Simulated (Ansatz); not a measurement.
```xyz
8
Lattice="6.7063 0.0000 0.0000 0.0000 0.0000 -6.7063 0.0000 6.7063 0.0000" Properties=species:S:1:pos:R:3 pbc="T T T"
As    3.3531    0.0000   -3.3531
As    0.0000    3.3531   -3.3531
As    0.0000    0.0000    0.0000
As    3.3531    3.3531    0.0000
Bi    1.6766    1.6766   -5.0297
Bi    5.0297    5.0297   -5.0297
Bi    5.0297    1.6766   -1.6766
Bi    1.6766    5.0297   -1.6766
```

Space group F-43m.

Theory: Ansatz 0.2.0, DFT, PBE, PAW with Ansatz's default frozen-core files, scalar-relativistic.

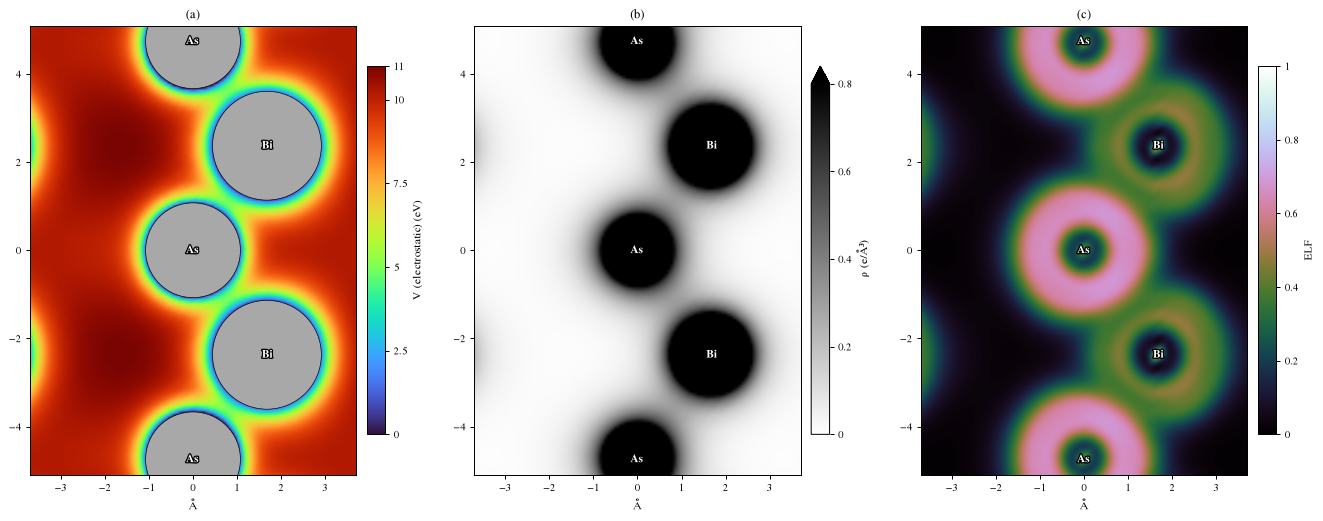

BiAs. (a) electrostatic potential (local pseudopotential plus Hartree) felt by an electron; (b) valence electron density; (c) electron localisation function on the (110) plane of the conventional cell. Grey discs cover the atomic cores in the potential map.

Core electrons are frozen (PAW), and the valence fields are smoothed inside the atomic spheres.

Question: Read the bonding off the picture.

Answer: Atoms in the plane: As and Bi. Bi–As (2.90 Å): ρ at the midpoint is about 0.31 e/Å³; the ELF is about 0.50 at the midpoint and 0.40 at its lowest between the atoms. Between the atoms the lowest density in this plane is 0.009 e/Å³. The features right at Bi lie inside the PAW spheres, where the map follows smoothed inner orbitals and isn't to be read closely. Outside the cores the potential energy rises away from the atoms and is highest about 2.9 Å from the nearest atoms; its zero is arbitrary.
